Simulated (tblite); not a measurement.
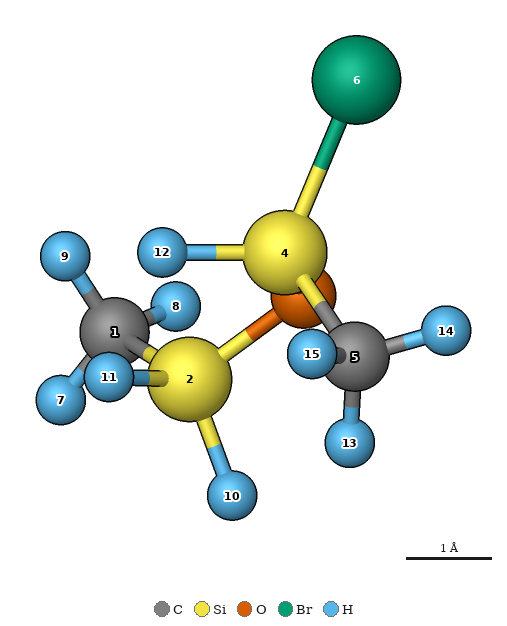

The input geometry (ball-and-stick view, seen at a tilt; atoms are numbered from 1 in the order of the input).

Geometry relaxation, with input and output: C₂H₉BrOSi₂

C₂H₉BrOSi₂, computed with GFN2-xTB geometry optimisation, gas phase (tblite 0.8.0).

It belongs to a series of runs on one base structure; here: constitutional isomer.

Input:
```
{"job": {"kind": "relax", "xc": "GFN2-xTB", "basis": "xTB"}, "charge": 0, "multiplicity": 1}
C     -2.828800    -0.081900    -0.251000
Si    -1.086700    -0.615500     0.010800
O      0.026400     0.168100    -1.043100
Si     1.223100     0.884300    -0.051500
C      2.616500    -0.340000     0.180900
Br     1.957400     2.773500    -0.987700
H     -3.530200    -0.804300     0.192700
H     -3.040700     0.008500    -1.332300
H     -2.938900     0.929100     0.185400
H     -0.901900    -2.061700    -0.180100
H     -0.718800    -0.301800     1.406600
H      0.586000     1.160200     1.245200
H      2.205900    -1.379500     0.177600
H      3.306800    -0.214400    -0.704200
H      3.119400    -0.116800     1.128900
```

The first line tells a small driver script what to run in tblite; the rest is the geometry in Å.

Run on 1 CPU thread, shared host.

Command:
```bash
OMP_NUM_THREADS=1 python <driver script> task.json out
```

The program's output:
```
step      E/eV     max force
  0    -560.43152    2.795
  1    -560.65949    1.816
  2    -560.80304    0.992
  3    -560.86444    0.882
  4    -560.94744    0.650
  5    -560.98367    0.682
  6    -561.08725    0.613
  7    -561.12764    0.534
  8    -561.15594    0.405
  9    -561.18321    0.382
 10    -561.21776    0.580
 11    -561.25628    0.663
 12    -561.29107    0.434
 13    -561.31515    0.360
 14    -561.33357    0.341
 15    -561.35975    0.486
 16    -561.38768    0.428
 17    -561.40356    0.278
 18    -561.41226    0.288
 19    -561.42184    0.305
 20    -561.43203    0.303
 21    -561.44238    0.251
 22    -561.44785    0.171
 23    -561.45047    0.127
 24    -561.45288    0.106
 25    -561.45463    0.090
 26    -561.45583    0.073
 27    -561.45700    0.123
 28    -561.45817    0.110
 29    -561.45910    0.080
 30    -561.45964    0.054
 31    -561.46012    0.077
 32    -561.46088    0.118
 33    -561.46201    0.140
 34    -561.46315    0.112
 35    -561.46377    0.045
 36    -561.46407    0.043
 37    -561.46441    0.060
 38    -561.46492    0.095
 39    -561.46570    0.122
 40    -561.46665    0.086
 41    -561.46755    0.075
 42    -561.46838    0.078
 43    -561.46938    0.126
 44    -561.47054    0.156
 45    -561.47202    0.140
 46    -561.47306    0.082
 47    -561.47436    0.103
 48    -561.47550    0.104
 49    -561.47774    0.149
 50    -561.47900    0.131
 51    -561.48013    0.059
 52    -561.48065    0.099
 53    -561.48103    0.097
 54    -561.48163    0.089
 55    -561.48253    0.070
 56    -561.48331    0.060
 57    -561.48439    0.055
 58    -561.48521    0.067
 59    -561.48580    0.066
 60    -561.48633    0.084
 61    -561.48694    0.081
 62    -561.48768    0.060
 63    -561.48837    0.059
 64    -561.48873    0.048
 65    -561.48927    0.067
 66    -561.48984    0.085
 67    -561.49073    0.084
 68    -561.49163    0.054
 69    -561.49228    0.047
 70    -561.49275    0.058
 71    -561.49305    0.068
 72    -561.49361    0.087
 73    -561.49419    0.064
 74    -561.49545    0.062
 75    -561.49651    0.068
 76    -561.49770    0.090
 77    -561.49882    0.098
 78    -561.50067    0.092
 79    -561.50204    0.089
 80    -561.50376    0.097
 81    -561.50489    0.106
 82    -561.50587    0.093
 83    -561.50664    0.079
 84    -561.50799    0.074
 85    -561.50879    0.058
 86    -561.50943    0.056
 87    -561.50974    0.060
 88    -561.51012    0.054
 89    -561.51058    0.051
 90    -561.51105    0.038
 91    -561.51132    0.034
 92    -561.51142    0.068
 93    -561.51160    0.041
 94    -561.51179    0.031
 95    -561.51237    0.052
 96    -561.51265    0.048
 97    -561.51298    0.040
 98    -561.51313    0.034
 99    -561.51325    0.030
100    -561.51337    0.027
101    -561.51349    0.022
102    -561.51358    0.019
103    -561.51365    0.023
104    -561.51375    0.024
105    -561.51389    0.027
106    -561.51407    0.032
107    -561.51423    0.028
108    -561.51431    0.022
109    -561.51435    0.018
110    -561.51442    0.019
111    -561.51456    0.030
112    -561.51481    0.042
113    -561.51515    0.051
114    -561.51551    0.055
115    -561.51578    0.044
116    -561.51604    0.043
117    -561.51660    0.062
118    -561.51774    0.114
119    -561.51925    0.135
120    -561.52029    0.129
121    -561.51796    0.243
122    -561.52140    0.049
123    -561.52139    0.049
124    -561.52195    0.049
125    -561.52238    0.082
126    -561.52297    0.082
127    -561.52508    0.073
128    -561.52668    0.067
129    -561.52847    0.113
130    -561.52383    0.380
131    -561.52651    0.166
132    -561.52802    0.128
133    -561.53000    0.107
134    -561.53050    0.033
135    -561.53052    0.080
136    -561.53076    0.031
137    -561.53091    0.028
138    -561.53138    0.032
139    -561.53164    0.042
140    -561.53177    0.028
141    -561.53196    0.024
142    -561.53215    0.028
143    -561.53222    0.028
144    -561.53231    0.024
145    -561.53248    0.029
146    -561.53273    0.040
147    -561.53302    0.050
148    -561.53335    0.070
149    -561.53372    0.077
150    -561.53445    0.069
151    -561.53520    0.056
152    -561.53559    0.046
153    -561.53588    0.091
154    -561.53633    0.056
155    -561.53671    0.034
156    -561.53724    0.072
157    -561.53760    0.055
158    -561.53812    0.043
159    -561.53792    0.185
160    -561.53901    0.068
161    -561.53942    0.032
162    -561.53912    0.151
163    -561.54001    0.025
164    -561.54027    0.022
165    -561.54037    0.140
166    -561.54104    0.027
167    -561.54127    0.025
168    -561.54138    0.107
169    -561.54177    0.028
170    -561.54189    0.023
171    -561.54205    0.034
172    -561.54214    0.035
173    -561.54220    0.034
174    -561.54231    0.028
175    -561.54235    0.024
176    -561.54242    0.025
177    -561.54251    0.022
178    -561.54263    0.023
179    -561.54275    0.027
180    -561.54287    0.026
181    -561.54295    0.034
182    -561.54303    0.034
183    -561.54314    0.029
184    -561.54326    0.030
185    -561.54337    0.026
186    -561.54346    0.016
187    -561.54351    0.015
188    -561.54357    0.019
189    -561.54363    0.019
190    -561.54369    0.017
191    -561.54375    0.017
192    -561.54381    0.019
193    -561.54389    0.025
194    -561.54398    0.025
195    -561.54408    0.028
196    -561.54418    0.021
197    -561.54434    0.023
198    -561.54441    0.021
199    -561.54450    0.017
200    -561.54455    0.013
201    -561.54459    0.014
202    -561.54462    0.015
203    -561.54464    0.020
204    -561.54467    0.012
205    -561.54469    0.006
```

Trajectory as extended XYZ (Å, eV, eV/Å), 7 of the 206 frames kept, from step=0 to step=205:
```
15
Properties=species:S:1:pos:R:3:forces:R:3 step=0 energy=-560.43152
C    -2.8288   -0.0819   -0.2510   -0.7890   0.7330  -0.6360
Si   -1.0867   -0.6155    0.0108    1.2970  -0.5720  -0.7830
O     0.0264    0.1681   -1.0431    0.0850   0.2750   2.7800
Si    1.2231    0.8843   -0.0515   -1.0190  -0.0910  -1.0730
C     2.6165   -0.3400    0.1809    0.2910  -0.3600  -0.8420
Br    1.9574    2.7735   -0.9877   -0.3620  -0.5460   0.2080
H    -3.5302   -0.8043    0.1927    0.3130   0.6040  -0.1860
H    -3.0407    0.0085   -1.3323   -0.0990  -0.0780   0.5950
H    -2.9389    0.9291    0.1854   -0.3730  -0.6360  -0.1800
H    -0.9019   -2.0617   -0.1801    0.1570   0.2540  -0.1120
H    -0.7188   -0.3018    1.4066   -0.3130  -0.3440  -0.1270
H     0.5860    1.1602    1.2452    0.5150   0.6310  -0.3780
H     2.2059   -1.3795    0.1776    0.5710   0.8710   0.0890
H     3.3068   -0.2144   -0.7042   -0.3870  -0.4070   1.1810
H     3.1194   -0.1168    1.1289    0.1150  -0.3360  -0.5380
15
Properties=species:S:1:pos:R:3:forces:R:3 step=34 energy=-561.46315
C    -2.9094   -0.0492   -0.3711   -0.0070   0.0050   0.0030
Si   -1.2558   -0.7748    0.1876    0.0070  -0.0260  -0.0500
O    -0.1096    0.3816    0.0523   -0.0120  -0.0380  -0.0110
Si    1.3668    1.0047    0.1993   -0.0540   0.0700  -0.0680
C     2.7355   -0.2960    0.1604    0.0020  -0.0040  -0.0010
Br    1.5852    2.3288   -1.5617   -0.0280  -0.0420   0.0410
H    -3.7254   -0.6668   -0.0070    0.0040  -0.0030   0.0010
H    -2.9913   -0.0140   -1.4547    0.0380   0.0260   0.0090
H    -3.0659    0.9592    0.0024    0.0190   0.0040   0.0110
H    -0.8289   -1.8854   -0.6675    0.0240   0.0220   0.0140
H    -1.2280   -1.1533    1.6005   -0.0220  -0.0030   0.0320
H     1.3550    1.8724    1.3638   -0.0010   0.0180   0.0200
H     2.3249   -1.3008    0.1917   -0.0360  -0.0230  -0.0100
H     3.3481   -0.2116   -0.7331    0.0230  -0.0180  -0.0180
H     3.3946   -0.1866    1.0153    0.0440   0.0110   0.0280
15
Properties=species:S:1:pos:R:3:forces:R:3 step=68 energy=-561.49163
C    -2.7337    0.0692   -0.4101   -0.0100  -0.0100  -0.0010
Si   -1.2504   -0.8726    0.2894   -0.0190  -0.0080   0.0240
O    -0.0782    0.2163    0.6390   -0.0300  -0.0050   0.0110
Si    1.2832    0.9737    0.2471   -0.0110  -0.0120  -0.0520
C     2.7089   -0.2614    0.1469    0.0350   0.0070  -0.0190
Br    0.9328    1.8841   -1.7416    0.0340  -0.0120  -0.0140
H    -3.6225   -0.5538   -0.3973   -0.0070  -0.0160  -0.0330
H    -2.5582    0.3778   -1.4387   -0.0030   0.0020   0.0110
H    -2.9554    0.9657    0.1635    0.0280   0.0010   0.0290
H    -0.6941   -1.8093   -0.6928   -0.0270   0.0010   0.0310
H    -1.4574   -1.4927    1.5971   -0.0300   0.0110  -0.0260
H     1.4110    2.0794    1.1734    0.0000   0.0200   0.0490
H     2.3332   -1.2753    0.2650    0.0160   0.0080  -0.0070
H     3.2425   -0.2088   -0.7979    0.0090   0.0120  -0.0260
H     3.4337   -0.0844    0.9354    0.0150   0.0020   0.0230
15
Properties=species:S:1:pos:R:3:forces:R:3 step=102 energy=-561.51358
C    -2.6976    0.1373   -0.4120   -0.0040   0.0000  -0.0190
Si   -1.3438   -0.9335    0.3607   -0.0060   0.0000  -0.0020
O    -0.0294    0.0044    0.6427    0.0000  -0.0180   0.0070
Si    1.2526    0.8755    0.2210    0.0030  -0.0050  -0.0070
C     2.8054   -0.1970    0.1118    0.0000   0.0010  -0.0110
Br    0.8311    1.7108   -1.7892   -0.0030   0.0000   0.0040
H    -3.5417   -0.4703   -0.7238   -0.0090   0.0020   0.0170
H    -2.3336    0.6676   -1.2897    0.0020   0.0050  -0.0010
H    -3.0687    0.8811    0.2899    0.0100  -0.0030  -0.0130
H    -0.8999   -1.9987   -0.5410   -0.0030   0.0050   0.0020
H    -1.6561   -1.4140    1.7034    0.0040  -0.0010   0.0110
H     1.2916    2.0106    1.1249    0.0040  -0.0030   0.0020
H     2.5515   -1.2523    0.1804    0.0020   0.0100   0.0080
H     3.3405   -0.0442   -0.8220    0.0150   0.0120   0.0030
H     3.4937    0.0307    0.9211   -0.0170  -0.0070  -0.0040
15
Properties=species:S:1:pos:R:3:forces:R:3 step=137 energy=-561.53091
C    -2.6149    0.1985   -0.4345   -0.0010  -0.0110  -0.0040
Si   -1.4389   -1.0172    0.4132    0.0010  -0.0070   0.0010
O     0.0641   -0.3664    0.5116   -0.0180   0.0100   0.0010
Si    1.1936    0.7321    0.2024    0.0060   0.0030  -0.0010
C     2.8906   -0.0836    0.0858   -0.0050  -0.0050  -0.0080
Br    0.7075    1.6350   -1.7626   -0.0030  -0.0070  -0.0080
H    -3.6207   -0.2077   -0.4805   -0.0100   0.0040  -0.0090
H    -2.2995    0.4145   -1.4532   -0.0010   0.0040   0.0030
H    -2.6689    1.1478    0.0944    0.0120  -0.0110   0.0080
H    -1.2331   -2.2381   -0.3631    0.0040  -0.0070  -0.0120
H    -1.7806   -1.2668    1.8121    0.0190   0.0180   0.0090
H     1.0623    1.8172    1.1603    0.0130   0.0090   0.0060
H     2.8169   -1.1005   -0.2928   -0.0020   0.0070  -0.0060
H     3.5504    0.4719   -0.5760   -0.0040   0.0040   0.0200
H     3.3666   -0.1286    1.0609   -0.0100  -0.0110   0.0020
15
Properties=species:S:1:pos:R:3:forces:R:3 step=171 energy=-561.54205
C    -2.6301    0.1732   -0.4255    0.0090  -0.0010   0.0120
Si   -1.4365   -1.0001    0.4564    0.0110  -0.0010  -0.0070
O     0.0618   -0.3346    0.4945    0.0000   0.0070  -0.0130
Si    1.1981    0.7465    0.1515    0.0050  -0.0010   0.0120
C     2.8886   -0.0843    0.0867    0.0170  -0.0130  -0.0270
Br    0.7371    1.5723   -1.8525   -0.0030  -0.0090   0.0010
H    -3.6480   -0.2012   -0.3875   -0.0110  -0.0110  -0.0070
H    -2.3635    0.3001   -1.4722    0.0050   0.0090  -0.0130
H    -2.6267    1.1613    0.0297   -0.0020   0.0060   0.0050
H    -1.2414   -2.2574   -0.2631    0.0050   0.0030  -0.0010
H    -1.7434   -1.1737    1.8745    0.0010   0.0030   0.0120
H     1.0718    1.8694    1.0663    0.0010  -0.0010   0.0070
H     2.9476   -0.8150   -0.7183   -0.0080   0.0060   0.0210
H     3.6723    0.6503   -0.0804   -0.0180  -0.0020   0.0040
H     3.1079   -0.5986    1.0178   -0.0110   0.0070  -0.0050
15
Properties=species:S:1:pos:R:3:forces:R:3 step=205 energy=-561.54469
C    -2.6493    0.1596   -0.4216   -0.0010  -0.0010   0.0040
Si   -1.4123   -0.9753    0.4503    0.0010   0.0010  -0.0030
O     0.0334   -0.2126    0.5724    0.0030   0.0030  -0.0030
Si    1.2169    0.7918    0.1640    0.0020  -0.0020   0.0040
C     2.8643   -0.1205    0.0852    0.0030  -0.0010   0.0020
Br    0.7530    1.5701   -1.8580   -0.0030  -0.0010  -0.0020
H    -3.6198   -0.3184   -0.5126   -0.0010   0.0010  -0.0050
H    -2.3143    0.4221   -1.4229   -0.0020  -0.0010  -0.0030
H    -2.7913    1.0886    0.1261   -0.0010   0.0060   0.0000
H    -1.1286   -2.1868   -0.3185    0.0020  -0.0010   0.0040
H    -1.7398   -1.2276    1.8516    0.0020  -0.0040   0.0010
H     1.1590    1.9414    1.0509   -0.0020   0.0010   0.0020
H     2.8415   -0.9294   -0.6422   -0.0020   0.0000   0.0020
H     3.6673    0.5549   -0.1971    0.0010   0.0020  -0.0010
H     3.1155   -0.5500    1.0506   -0.0020  -0.0020  -0.0040
```

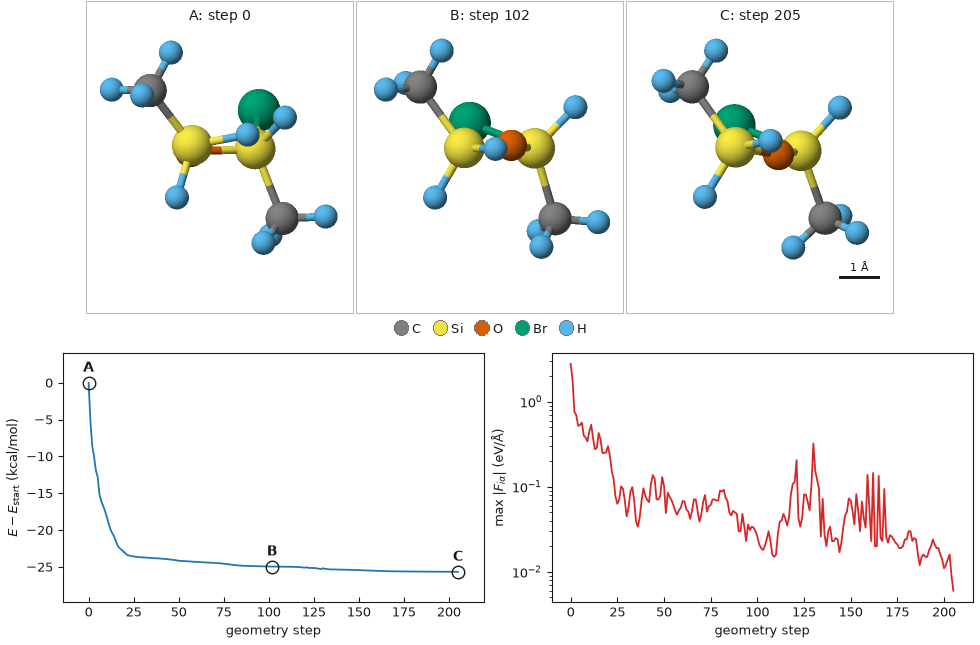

Frames of the relaxation (ball-and-stick view, seen at a tilt) above the curves, on which the letters mark them (steps are counted from 0).

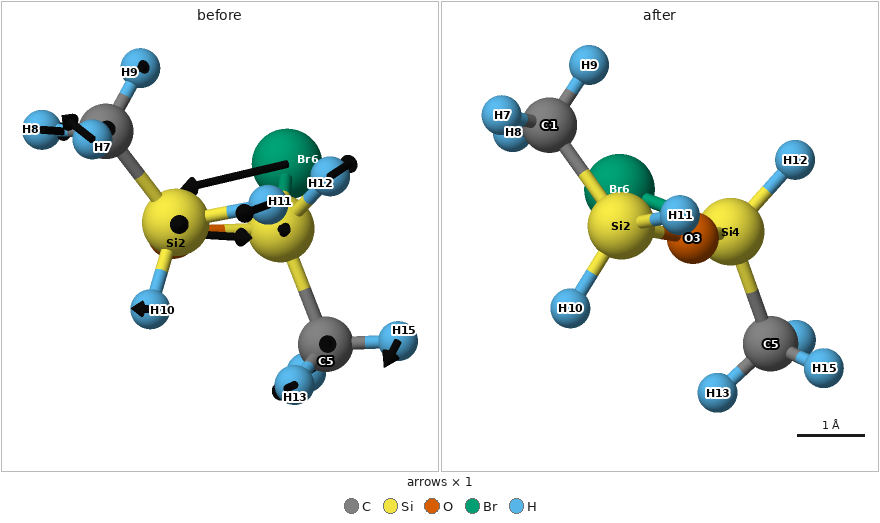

Before (left) and after (right) the relaxation, at one scale (ball-and-stick view, seen at a tilt). The black arrows give the displacements, at true length. After 205 geometry steps the energy has fallen by 25.7 kcal/mol. The largest force component goes from 2.8 to 0.006 eV/Å. Br6 moves most after the best rigid fit: 1.88 Å. By element the largest moves are Br 1.88 Å, O 1.66 Å, H 1.46 Å, Si 0.65 Å, C 0.35 Å. Among the contacts that change: O3–Si4 1.711 → 1.605 Å, Si2–O3 1.722 → 1.639 Å, C1–Si2 1.841 → 1.892 Å, C5–H14 1.129 → 1.087 Å. Among the angles that change: Si2–O3–Si4 106.7° → 157.3°, O3–Si2–H11 108.7° → 101.9°, C5–Si4–H12 109.6° → 116.3°. (Atoms are counted from 1 in the order of the input.)

Results in brief:

- outcome: converged
- total energy: −561.5447 eV
- wall time: 2.8 s
- peak memory: 0.18 GiB
